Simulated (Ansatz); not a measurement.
# Response to strain in MoTe2

Start from MoTe₂ (space group P6_3/mmc, No. 194; a = 3.4966 Å, c = 13.6959 Å; layered, stacked along the Cartesian z axis). Axes: x lies along a and z along c of the hexagonal cell.

Strains are applied to the cell and any free atomic positions relax; under biaxial strain the out-of-plane vector relaxes too.

Level of theory: PBE-D3(BJ) (Ansatz, a program for electronic structure), no spin-orbit coupling.

Notes on the quantities. in-plane stress: mean in-plane stress (compression positive).

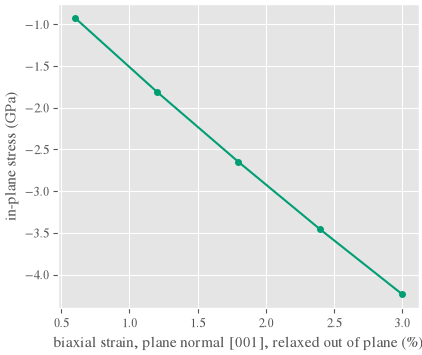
Fig. 1. in-plane stress against biaxial strain, plane normal [001], relaxed out of plane

| biaxial strain, plane normal [001], relaxed out of plane (%) | in-plane stress |
|---|---|
| 0.6 | -0.9 GPa |
| 1.2 | -1.8 GPa |
| 1.8 | -2.7 GPa |
| 2.4 | -3.5 GPa |
| 3 | -4.2 GPa |

No phonon test of stability was made. The program warned that a D3 coordination switch lies within reach, so dispersion energies are less smooth here.
